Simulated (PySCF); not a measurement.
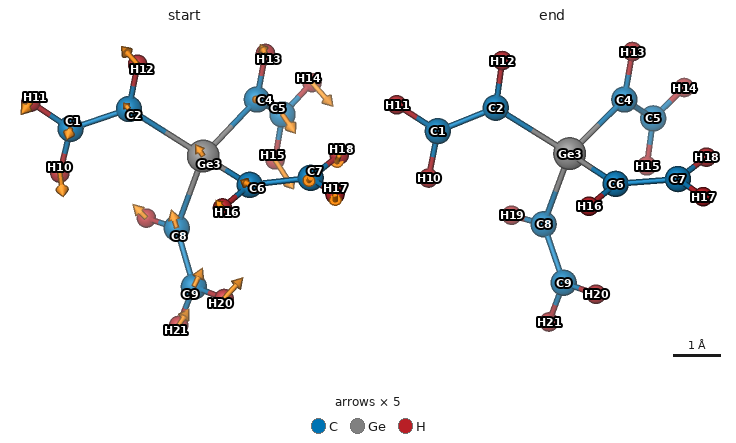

The structure of C8H12Ge before (left) and after (right) a relaxation, at one scale. The orange arrows give the displacements, 5 times their true length.

Style: ball-and-stick. Shown face on.

The start comes from GFN2-xTB.

Method: PBE0-D3(BJ)/def2-SVP geometry optimisation, gas phase (PySCF 2.14.0, density-fitted response routines). 

Q: Describe what moved and what it gained.

A: The energy falls by 2.67 kcal/mol in 5 geometry steps. Largest force component: 1.1 eV/Å at the start, 0.014 eV/Å at the end. H15 moves most after the best rigid fit: 0.19 Å. Largest moves by element: H 0.19 Å, C 0.12 Å, Ge 0.06 Å. Among the contacts that change: C2–Ge3 1.971 → 1.945 Å, Ge3–C6 1.971 → 1.945 Å, C1–H10 1.079 → 1.096 Å, C1–C2 1.322 → 1.336 Å. The run took of the order of 2.7 core-minutes on a shared host.
